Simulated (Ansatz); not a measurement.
# Rh (P6_3/mmc): test of the smearing width from a Python script

How much does the smearing width move the energy of Rh (P6_3/mmc)? Wanted for Rh (P6_3/mmc): a test of the smearing width.

This is Rh in the hcp structure; at room conditions it is fcc.

Program: Ansatz 0.2.0 through its Python package. Level of theory: DFT r2SCAN, plane waves, PAW. These are calculated values, not measurements.

## (1) Starting point

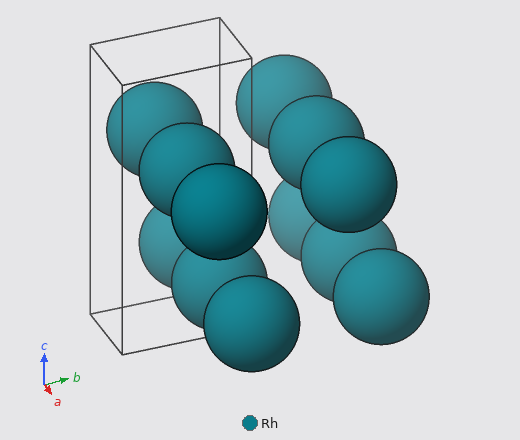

The starting structure, viewed slightly off an axis; rhodium blue. 3×2×1 cells are drawn. Atoms on cell faces are repeated.

No structure file is read: the coordinates are typed or built in the script.

## (2) The script

File smear_rh.py:

```python
"""How the energy of Rh depends on the smearing."""

import csv
import warnings

import ansatz as az

KMESH = (10, 10, 5)
SCF_TOL = 1e-08

warnings.simplefilter("ignore", az.DeckWarning)

xtal = (
    az.Lattice.from_parameters(2.730979, 2.730979, 4.428489, alpha=90.0, beta=90.0, gamma=120.0)
    .atom("Rh", (2 / 3, 1 / 3, 0.75))
    .atom("Rh", (1 / 3, 2 / 3, 0.25))
)

calculation = (
    xtal.calculation()
    .functional(az.Functional.R2SCAN)
    .pseudopotentials("paw")
    .kpoints(*KMESH)  # the mesh must be finer for metals
    .scf(tolerance=SCF_TOL)
    .stress()
)

rows = []
for value in [0.5, 0.3, 0.2, 0.1]:
    r = calculation.occupations("gaussian", width=value).run().report
    rows.append((value, r["free_energy_ev"] / len(r["lattice"]["sites"]), r["n_iterations"], sum(r["stress_gpa"][i][i] for i in range(3)) / 3, r["n_kpoints"]))

with open("smear.csv", "w", newline="") as handle:
    writer = csv.writer(handle)
    writer.writerow(["width (eV)", "F/atom (eV)", "iterations", "P (GPa)", "k-points"])
    writer.writerows([round(v, 5) if isinstance(v, float) else v for v in row] for row in rows)

# the last row is the reference
for row in rows[:-1]:
    shift = 1000 * (row[1] - rows[-1][1])
    print(f"{row[0]}: {shift:+.2f} meV/atom" + ("  (within 2 meV)" if abs(shift) < 2 else ""))
```

## (3) The calls as engine input

The package turns the script's settings into the engine's input (first run):

```yaml
crystal:
  lattice:
    a: 2.730979
    b: 2.730979
    c: 4.428489
    alpha: 90.0
    beta: 90.0
    gamma: 120.0
  atoms:
    - { symbol: Rh, position: [0.6666666666666666, 0.3333333333333333, 0.75] }
    - { symbol: Rh, position: [0.3333333333333333, 0.6666666666666666, 0.25] }
kpoints:
  mp_grid:
    grid: [10, 10, 5]
hamiltonian:
  xc: r2scan
  pseudopotentials:
    kind: paw
scf:
  convergence:
    dr2_threshold: 1.0e-08
  occupations:
    method: gaussian
    width: 0.5
output:
  stress: true
```

## (4) Launch

Command:

```bash
$ python smear_rh.py
```

Log:

```text
0.5: -106.09 meV/atom
0.3: -36.31 meV/atom
0.2: -13.13 meV/atom
```

Run time: 6.8 s. Hardware: 1 thread of Intel Xeon 6975P-C (Granite Rapids), shared host; peak memory 0.44 GiB.

It wrote smear.csv:

```csv
width (eV),F/atom (eV),iterations,P (GPa),k-points
0.5,-6415.31601,7,-7.81919,42
0.3,-6415.24623,8,-8.92478,42
0.2,-6415.22304,8,-9.3474,42
0.1,-6415.20991,8,-9.65276,42
```

## (5) What changed from run to run

The engine's inputs for the other runs:

Run 2, against run 1:

```diff
@@ -24 +24 @@
-    width: 0.5
+    width: 0.3
```

Run 3, against run 1:

```diff
@@ -24 +24 @@
-    width: 0.5
+    width: 0.2
```

Run 4, against run 1:

```diff
@@ -24 +24 @@
-    width: 0.5
+    width: 0.1
```

Lines on the test bed's own set-up are left out of the output.

## (6) Run by run

The 4 runs, in the order started:

| run | width (eV) | energy from run 4 (meV/atom) | the same at zero width (meV/atom) | pressure (GPa) | SCF cycles | CPU time (s) |
| --- | --- | --- | --- | --- | --- | --- |
| 1 | 0.5 | -106.09 | -5.36 | -7.82 | 7 | 1.5 |
| 2 | 0.3 | -36.31 | 1.15 | -8.92 | 8 | 1.6 |
| 3 | 0.2 | -13.13 | 1.66 | -9.35 | 8 | 1.5 |
| 4 | 0.1 | 0.00 | 0.00 | -9.65 | 8 | 1.6 |

Energies are free energies F = E - TS of the smeared occupations. 

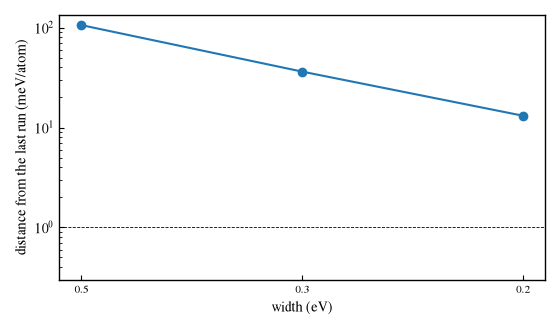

How far each run lies from the last one; the dashed line marks 1 meV/atom.

## (7) Summary of results

| quantity | value |
| --- | --- |
| runs compared | 4 |
| last run but one, from the last | -13.13 meV/atom |
| within 5 meV/atom of the last run from | no earlier run |

**Reading.** Going from 0.1 to 0.5 eV changes F by -106.1 meV an atom. With this scheme F falls roughly as the square of the width; the report's estimate for zero width (energy_sigma0_ev) moves by only -5.4 meV. The pressure moves from -9.65 to -7.82 GPa. Caveats:
- No spin polarisation was allowed.
- For a metal this k-point mesh is coarse: on a finer one energies can move by several to tens of meV an atom and pressures by half a GPa or more, differences at one mesh by less.
- The free energy holds a sizeable smearing term, which stands for no physical temperature.
- The program warned that this SCF threshold is loose for forces or stresses.
- The narrowest width needs the finest mesh, so the last row is no converged reference.
- Pressure is positive in compression.
- At these settings the cell as given stands under about -8 GPa, so it isn't at this functional's equilibrium volume.
- This isn't the structure that Rh takes at ambient conditions. Whether this is the phase that is stable at ambient conditions was not tested.
